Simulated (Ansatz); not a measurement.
# CH₃Al (triplet): from Hartree-Fock to the top rungs at a displaced geometry (v2), cc-pVDZ

How much of the correlation energy of CH₃Al (triplet) does each wave-function method recover here?

Program: Ansatz 0.2.0, Gaussian basis. Level of theory: cc-pVDZ, core rule «outside noble gas», up to 6 orbitals frozen. These are calculated values, not measurements.

Plan: UHF; CCSD(T) on ROHF; CCSD(T) on UHF; BCCD(T) on ROHF; CISD as a restricted active space (open shells left free, so some higher excitations enter); CCSDT(Q) on ROHF; CCSDT(Q) on UHF.

29 further runs of the same task are left out: 6 for a known fault of the program, 7 that didn't finish, 16 set aside as unsound or not needed. Runs told in other sessions of the task aren't counted.

## 1. What is computed

The geometry is a PBE0/def2-TZVP stationary point (not a proven minimum) with its atoms shifted at random (size 0.100 Å).

5 atoms, charge 0, spin multiplicity 3.

Atoms are counted from 1 here; the program's logs count them from 0.

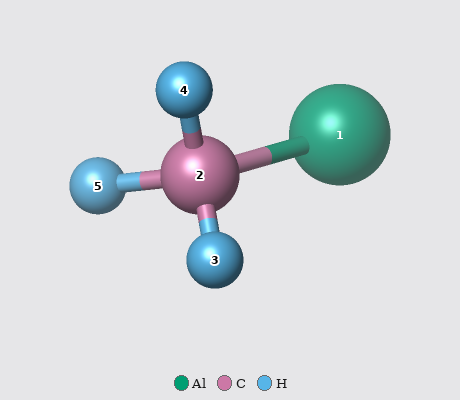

The geometry (aluminium teal, carbon pink, hydrogen blue); atoms are numbered from 1 in the order of the file.

In the tables R marks a restricted open-shell determinant and U an unrestricted one; energies count from the table's Hartree-Fock row.

## 2. UHF

in.yaml reads:

```yaml
crystal:
  periodic: [false, false, false]
  atoms:
    - {symbol: Al, position_ang: [0.052832, 0.002448, 0.739567]}
    - {symbol: C, position_ang: [-0.107787, 0.010822, -1.250045]}
    - {symbol: H, position_ang: [-1.086951, -0.021607, -1.546527]}
    - {symbol: H, position_ang: [0.530074, 0.822710, -1.626199]}
    - {symbol: H, position_ang: [0.427025, -0.995581, -1.729082]}
basis:
  gaussian: {orbitals: cc-pVDZ}
magnetization: {spin_polarized: true, initial_magnetization: 2}
hamiltonian: {xc: hf}
output: {orbitals: {seedname: orbitals}}
```

The run is started by

```sh
ansatz run in.yaml --threads 1 --pin off --events-out ev --progress --plain --max-ram 2393MiB
```

The program printed:

```text
Functional definition: HF
  name "HF"
  cite "Fock, Z. Phys. 61, 126 (1930) doi:10.1007/BF01340294"
  parent pbe
  exchange = exact_x
  correlation = 0
442 factors; integrals over basis functions are off by at most 1.1e-3 eV
mean field evaluation 1: about -7656.5969 eV, gradient 1.4e1 eV
mean field evaluation 2: about -7656.6320 eV, gradient 1.4e1 eV
mean field evaluation 4: about -7658.2004 eV, gradient 2.2e0 eV
mean field evaluation 8: about -7658.3470 eV, gradient 2.4e-1 eV
mean field evaluation 16: about -7658.3603 eV, gradient 8.6e-4 eV
mean field evaluation 32: about -7658.3360 eV, gradient 5.7e-2 eV
mean field evaluation 64: about -7658.3005 eV, gradient 4.2e-1 eV
mean field evaluation 96: about -7658.3336 eV, gradient 5.5e-1 eV
mean field -7658.36032907 eV, -281.4395510703 hartree, gradient 9.9e-6 eV, S^2 2.008288; 2 other end points of the search recorded, 0 dependent functions left out
reference -7658.36032907 eV, -281.4395510703 hartree; 12, 10 occupied and 35, 37 virtual orbitals, 442 factors
Total energy: -7658.36032907 eV, -281.4395510703 hartree
```

Run time: 0.78 s. Hardware: 1 thread of Arm Neoverse V1, shared host.

From the report: ⟨S²⟩ of the determinant 2.008 (pure triplet: 2.00).

## 3. CCSD(T) on ROHF

in.yaml, as its differences from that of step 2:

```diff
@@ -10,4 +10,4 @@
   gaussian: {orbitals: cc-pVDZ}
-magnetization: {spin_polarized: true, initial_magnetization: 2}
-hamiltonian: {xc: hf}
-output: {orbitals: {seedname: orbitals}}
+magnetization: {spin_polarized: false, initial_magnetization: 2}
+correlation: {method: ccsd_t, electrons: outside_noble_gas}
+output: {forces: true}
```

Launched as before.

The program printed, cut to the lines that bear on the results:

```text
Functional definition: HF
  name "HF"
  cite "Fock, Z. Phys. 61, 126 (1930) doi:10.1007/BF01340294"
  parent pbe
[...]
442 factors; integrals over basis functions are off by at most 1.1e-3 eV
[...]
mean field -7658.31413566 eV, -281.4378534937 hartree, gradient 1.6e-7 eV, S^2 2.000000; 8 other end points of the search recorded, 0 dependent functions left out
[...]
determinant -7658.31413566 eV, -281.4378534937 hartree, with singles and doubles -7663.96234200 eV, -281.6454212482 hartree
determinant -7658.26061666 eV, -281.4358867068 hartree, with singles and doubles -7663.91418132 eV, -281.6436513760 hartree
determinant -7654.93402806 eV, -281.3136368304 hartree, with singles and doubles -7660.85659299 eV, -281.5312870773 hartree
determinant -7658.31413566 eV, -281.4378534937 hartree, with singles and doubles -7663.96280385 eV, -281.6454382210 hartree
[...]
reference -7658.31413566 eV, -281.4378534937 hartree; 6, 4 occupied and 35, 37 virtual orbitals, 442 factors
second order -4.90392959 eV of doubles, -0.02201795 eV of singles
cycle   1  -5.64866831 eV  change   -1.2e-7 eV  update   1.5e-6
[...]
cycle   8  -5.64866764 eV  change    8.6e-9 eV  update   1.3e-8
perturbative correction -0.17140483 eV, -0.0062990115 hartree
[...]
Total energy: -7664.13420813 eV, -281.6517372120 hartree
Atom 0 at     0.052832     0.002448     0.739567 Å, force     0.105777    -0.140582     0.496435 eV/Å
Atom 1 at    -0.107787     0.010822    -1.250045 Å, force     4.536797    -2.736179    -0.478805 eV/Å
Atom 2 at    -1.086951    -0.021607    -1.546527 Å, force    -3.173695     0.337020    -1.174797 eV/Å
Atom 3 at     0.530074     0.822710    -1.626199 Å, force    -0.293536     0.396683    -0.233630 eV/Å
Atom 4 at     0.427025    -0.995581    -1.729082 Å, force    -1.175343     2.143059     1.390797 eV/Å
Dipole moment:    -0.009199     0.010509    -0.122719 e Å
```

It took 11 s on 1 thread of Arm Neoverse V1, shared host.

From the report: correlation -5.8201 eV; T1 0.026; largest double amplitude 0.05.

## 4. CCSD(T) on UHF

in.yaml, as its differences from that of step 3:

```diff
@@ -10,3 +10,3 @@
   gaussian: {orbitals: cc-pVDZ}
-magnetization: {spin_polarized: false, initial_magnetization: 2}
+magnetization: {spin_polarized: true, initial_magnetization: 2}
 correlation: {method: ccsd_t, electrons: outside_noble_gas}
```

Same command.

The program printed, cut to the lines that bear on the results:

```text
Functional definition: HF
  name "HF"
  cite "Fock, Z. Phys. 61, 126 (1930) doi:10.1007/BF01340294"
  parent pbe
[...]
442 factors; integrals over basis functions are off by at most 1.1e-3 eV
[...]
mean field -7658.36032907 eV, -281.4395510703 hartree, gradient 1.4e-7 eV, S^2 2.008288; 8 other end points of the search recorded, 0 dependent functions left out
determinant -7658.36032907 eV, -281.4395510703 hartree, with singles and doubles -7663.96613516 eV, -281.6455606441 hartree
determinant -7658.30733048 eV, -281.4376034079 hartree, with singles and doubles -7663.91805344 eV, -281.6437936735 hartree
determinant -7655.35848248 eV, -281.3292352429 hartree, with singles and doubles -7660.55613488 eV, -281.5202454455 hartree
determinant -7655.04916056 eV, -281.3178678717 hartree, with singles and doubles -7660.86590383 eV, -281.5316292443 hartree
[...]
reference -7658.36032907 eV, -281.4395510703 hartree; 6, 4 occupied and 35, 37 virtual orbitals, 442 factors
second order -4.88723233 eV of doubles, -0.00000000 eV of singles
cycle   1  -5.60641213 eV  change    1.9e-6 eV  update   3.4e-6
[...]
cycle   8  -5.60641171 eV  change    1.5e-8 eV  update   1.9e-8
perturbative correction -0.16789838 eV, -0.0061701517 hartree
[...]
Total energy: -7664.13463917 eV, -281.6517530524 hartree
Atom 0 at     0.052832     0.002448     0.739567 Å, force     0.105758    -0.140660     0.496574 eV/Å
Atom 1 at    -0.107787     0.010822    -1.250045 Å, force     4.536813    -2.735951    -0.478807 eV/Å
Atom 2 at    -1.086951    -0.021607    -1.546527 Å, force    -3.173432     0.336955    -1.174834 eV/Å
Atom 3 at     0.530074     0.822710    -1.626199 Å, force    -0.293687     0.396424    -0.233751 eV/Å
Atom 4 at     0.427025    -0.995581    -1.729082 Å, force    -1.175452     2.143232     1.390819 eV/Å
Dipole moment:    -0.009202     0.010530    -0.122591 e Å
```

Wall time 11 s (1 thread of Arm Neoverse V1, shared host).

From the report: ⟨S²⟩ of the determinant 2.008 (pure triplet: 2.00); correlation -5.7743 eV; T1 0.019; largest double amplitude 0.05.

## 5. BCCD(T) on ROHF

in.yaml, as its differences from that of step 4:

```diff
@@ -10,4 +10,3 @@
   gaussian: {orbitals: cc-pVDZ}
-magnetization: {spin_polarized: true, initial_magnetization: 2}
-correlation: {method: ccsd_t, electrons: outside_noble_gas}
-output: {forces: true}
+magnetization: {spin_polarized: false, initial_magnetization: 2}
+correlation: {method: bccd_t, electrons: outside_noble_gas}
```

The command is unchanged.

The program printed, cut to the lines that bear on the results:

```text
Functional definition: HF
  name "HF"
  cite "Fock, Z. Phys. 61, 126 (1930) doi:10.1007/BF01340294"
  parent pbe
[...]
442 factors; integrals over basis functions are off by at most 1.1e-3 eV
[...]
mean field -7658.31413566 eV, -281.4378534937 hartree, gradient 1.6e-7 eV, S^2 2.000000; 8 other end points of the search recorded, 0 dependent functions left out
[...]
determinant -7658.31413566 eV, -281.4378534937 hartree, with singles and doubles -7663.96234200 eV, -281.6454212482 hartree
determinant -7658.26061666 eV, -281.4358867068 hartree, with singles and doubles -7663.91418132 eV, -281.6436513760 hartree
determinant -7654.93402806 eV, -281.3136368304 hartree, with singles and doubles -7660.85659299 eV, -281.5312870773 hartree
determinant -7658.31413566 eV, -281.4378534937 hartree, with singles and doubles -7663.96280385 eV, -281.6454382210 hartree
determinant -7658.26061666 eV, -281.4358867068 hartree, with singles and doubles -7663.91448845 eV, -281.6436626628 hartree
6 core orbitals not correlated: weight in the atoms' cores, before any rotation towards them, 1.000 or more for the frozen orbitals, at most 0.000 for the correlated occupied ones
reference -7658.31413566 eV, -281.4378534937 hartree; 6, 4 occupied and 35, 37 virtual orbitals, 442 factors
second order -4.90392959 eV of doubles, -0.02201795 eV of singles
cycle   1  -5.64555958 eV  change    3.1e-3 eV  update   6.9e-3
[...]
cycle  14  -5.64565054 eV  change   -1.0e-6 eV  update   8.1e-6
perturbative correction -0.17423822 eV, -0.0064031363 hartree
Total energy: -7664.13402441 eV, -281.6517304606 hartree
```

Run time: 5.5 s. Hardware: 1 thread of Arm Neoverse V1, shared host.

From the report: correlation -5.8199 eV; largest double amplitude 0.05.

## 6. CISD as a restricted active space (open shells left free, so some higher excitations enter)

in.yaml, as its differences from that of step 5:

```diff
@@ -11,2 +11,2 @@
 magnetization: {spin_polarized: false, initial_magnetization: 2}
-correlation: {method: bccd_t, electrons: outside_noble_gas}
+correlation: {active_space: {ras: {orbitals: [4, 2, 35], electrons: 10, max_holes: 2, max_particles: 2}, fixed_orbitals: true}}
```

Same command.

The program printed:

```text
Functional definition: HF
  name "HF"
  cite "Fock, Z. Phys. 61, 126 (1930) doi:10.1007/BF01340294"
  parent pbe
  exchange = exact_x
  correlation = 0
442 factors; integrals over basis functions are off by at most 1.1e-3 eV
mean field evaluation 1: about -7656.7230 eV, gradient 1.7e1 eV
mean field evaluation 2: about -7656.7561 eV, gradient 1.7e1 eV
mean field evaluation 4: about -7658.1482 eV, gradient 3.2e0 eV
mean field evaluation 8: about -7658.3095 eV, gradient 2.5e-1 eV
mean field evaluation 16: about -7658.3141 eV, gradient 4.4e-5 eV
mean field evaluation 32: about -7658.2915 eV, gradient 1.1e-1 eV
mean field -7658.31413566 eV, -281.4378534937 hartree, gradient 1.6e-7 eV, S^2 2.000000; 4 other end points of the search recorded, 0 dependent functions left out
reference -7658.31413566 eV, -281.4378534937 hartree; 12, 10 occupied and 35, 37 virtual orbitals, 442 factors
state -7663.60289700 eV, -281.6322118881 hartree
Total energy: -7663.60289700 eV, -281.6322118881 hartree
```

Run time: 2.1 s. Hardware: 1 thread of Arm Neoverse V1, shared host.

From the report: 175,701 determinants.

## 7. CCSDT(Q) on ROHF

in.yaml, as its differences from that of step 6:

```diff
@@ -11,2 +11,2 @@
 magnetization: {spin_polarized: false, initial_magnetization: 2}
-correlation: {active_space: {ras: {orbitals: [4, 2, 35], electrons: 10, max_holes: 2, max_particles: 2}, fixed_orbitals: true}}
+correlation: {method: ccsdt_q, electrons: outside_noble_gas}
```

The command is unchanged.

The program printed, cut to the lines that bear on the results:

```text
Functional definition: HF
  name "HF"
  cite "Fock, Z. Phys. 61, 126 (1930) doi:10.1007/BF01340294"
  parent pbe
[...]
901 factors; integrals over basis functions are off by at most 2.2e-7 eV
[...]
mean field -7658.31417793 eV, -281.4378550472 hartree, gradient 1.8e-7 eV, S^2 2.000000; 8 other end points of the search recorded, 0 dependent functions left out
[...]
determinant -7658.31417793 eV, -281.4378550472 hartree, with singles and doubles -7663.96236741 eV, -281.6454221822 hartree
determinant -7658.26065690 eV, -281.4358881857 hartree, with singles and doubles -7663.91420486 eV, -281.6436522410 hartree
determinant -7654.93409527 eV, -281.3136393006 hartree, with singles and doubles -7660.85664041 eV, -281.5312888201 hartree
determinant -7658.31417793 eV, -281.4378550472 hartree, with singles and doubles -7663.96282908 eV, -281.6454391483 hartree
determinant -7658.26065690 eV, -281.4358881857 hartree, with singles and doubles -7663.91451194 eV, -281.6436635258 hartree
6 core orbitals not correlated: weight in the atoms' cores, before any rotation towards them, 1.000 or more for the frozen orbitals, at most 0.000 for the correlated occupied ones
reference -7658.31417793 eV, -281.4378550472 hartree; 6, 4 occupied and 35, 37 virtual orbitals, 901 factors
second order -4.90394365 eV of doubles, -0.02201800 eV of singles
cycle   1  -5.39766551 eV  change   -4.7e-1 eV  update   7.0e-2
[...]
cycle  24  -5.84182341 eV  change   -3.3e-7 eV  update   8.0e-7
perturbative correction -0.01023896 eV, -0.0003762748 hartree
Total energy: -7664.16624031 eV, -281.6529143728 hartree
```

Run time: 68 s. Hardware: 1 thread of Arm Neoverse V1, shared host; peak memory 0.45 GiB.

From the report: correlation -5.8521 eV; T1 0.029; largest double amplitude 0.06.

## 8. CCSDT(Q) on UHF

in.yaml, as its differences from that of step 7:

```diff
@@ -10,3 +10,3 @@
   gaussian: {orbitals: cc-pVDZ}
-magnetization: {spin_polarized: false, initial_magnetization: 2}
+magnetization: {spin_polarized: true, initial_magnetization: 2}
 correlation: {method: ccsdt_q, electrons: outside_noble_gas}
```

Same command.

The program printed, cut to the lines that bear on the results:

```text
Functional definition: HF
  name "HF"
  cite "Fock, Z. Phys. 61, 126 (1930) doi:10.1007/BF01340294"
  parent pbe
[...]
901 factors; integrals over basis functions are off by at most 2.2e-7 eV
[...]
mean field -7658.36037134 eV, -281.4395526236 hartree, gradient 1.5e-7 eV, S^2 2.008288; 8 other end points of the search recorded, 0 dependent functions left out
determinant -7658.36037134 eV, -281.4395526236 hartree, with singles and doubles -7663.96616078 eV, -281.6455615857 hartree
determinant -7658.30737086 eV, -281.4376048919 hartree, with singles and doubles -7663.91807733 eV, -281.6437945515 hartree
determinant -7655.35852967 eV, -281.3292369768 hartree, with singles and doubles -7660.55615589 eV, -281.5202462176 hartree
determinant -7655.04922812 eV, -281.3178703548 hartree, with singles and doubles -7660.86594996 eV, -281.5316309395 hartree
determinant -7658.36037134 eV, -281.4395526236 hartree, with singles and doubles -7663.96676854 eV, -281.6455839206 hartree
determinant -7658.30737086 eV, -281.4376048919 hartree, with singles and doubles -7663.91851469 eV, -281.6438106243 hartree
6 core orbitals not correlated: weight in the atoms' cores, before any rotation towards them, 1.000 or more for the frozen orbitals, at most 0.000 for the correlated occupied ones
reference -7658.36037134 eV, -281.4395526236 hartree; 6, 4 occupied and 35, 37 virtual orbitals, 901 factors
second order -4.88724685 eV of doubles, -0.00000000 eV of singles
cycle   1  -5.36666213 eV  change   -4.8e-1 eV  update   6.9e-2
[...]
cycle  23  -5.79627607 eV  change   -1.6e-7 eV  update   1.2e-6
perturbative correction -0.01036111 eV, -0.0003807638 hartree
Total energy: -7664.16700852 eV, -281.6529426039 hartree
```

It took 63 s on 1 thread of Arm Neoverse V1, shared host; peak memory 0.39 GiB.

From the report: ⟨S²⟩ of the determinant 2.008 (pure triplet: 2.00); correlation -5.8066 eV; T1 0.022; largest double amplitude 0.06.

## 9. The ladder

The yardstick is UCCSDT(Q), where the cluster series has nearly closed. Rows without a time are mean-field rows or come out of runs for another level: lower rungs of the coupled-cluster runs, or the Hartree-Fock search. The times of RCCSD(T), UCCSD(T) include forces.

Differences are taken before rounding.

| method | energy from the lowest ROHF (meV) | from UCCSDT(Q) (meV) | time |
| --- | --- | --- | --- |
| ROHF | 0.0 | +5852.9 |  |
| UHF | -46.2 | +5806.7 |  |
| RMP2 | -4925.9 | +926.9 |  |
| UMP2 | -4933.4 | +919.4 |  |
| CISD | -5288.8 | +564.1 | 2.1 s |
| RCCSD | -5648.7 | +204.2 |  |
| UCCSD | -5652.6 | +200.3 |  |
| RCCSD(T) | -5820.1 | +32.8 | 11 s |
| UCCSD(T) | -5820.5 | +32.4 | 11 s |
| BCCD(T) | -5819.9 | +33.0 | 5.5 s |
| RCCSDT | -5841.9 | +11.0 |  |
| UCCSDT | -5842.5 | +10.4 |  |
| RCCSDT(Q) | -5852.1 | +0.8 | 68 s |
| UCCSDT(Q) | -5852.9 | 0 | 63 s |

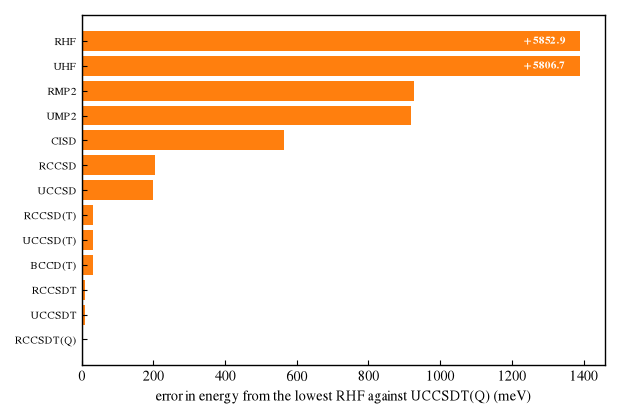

How far each level lands from UCCSDT(Q). Bars with a number in them are cut short.

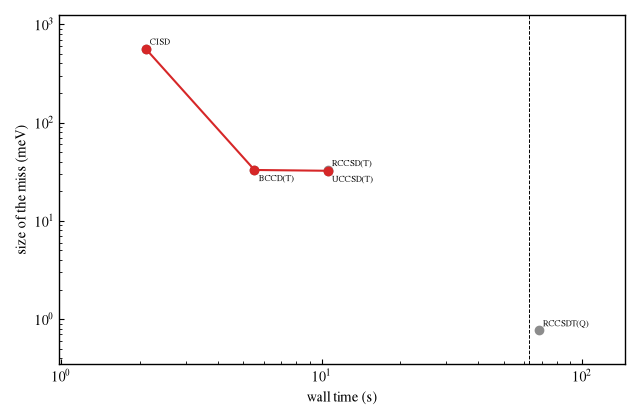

Miss against cost. Red marks the levels that no quicker level drawn beats (of those quicker than the yardstick), and the dashed line is the time of UCCSDT(Q). Times are from a shared host.

## 10. What came out

```
                         quantity                                                   value
    UCCSDT(Q) from the ROHF energy                                              -5.8529 eV
              RMP2 from UCCSDT(Q)                                              +926.9 meV
              UMP2 from UCCSDT(Q)                                              +919.4 meV
             RCCSD from UCCSDT(Q)                                              +204.2 meV
          RCCSD(T) from UCCSDT(Q)                                               +32.8 meV
          UCCSD(T) from UCCSDT(Q)                                               +32.4 meV
         RCCSDT(Q) from UCCSDT(Q)                                                +0.8 meV
levels within 1 kcal/mol (43 meV)  RCCSD(T), UCCSD(T), BCCD(T), RCCSDT, UCCSDT, RCCSDT(Q)
                    T1 diagnostic                                                   0.026
```

**Reading.** RCCSD(T) misses by +32.8 meV, 0.6 % of the correlation energy. These misses are within one basis, not against nature; the frozen cores of restricted and unrestricted runs differ, which can shift their rows.

With open shells the CI space here admits some higher excitations, so it is larger than plain CISD.

UCCSD(T) reaches 32.4 meV from the reference in 11 s, where UCCSDT(Q) took 63 s; the quickest level in the cost chart, CISD, takes 2.1 s and misses by 564.1 meV.
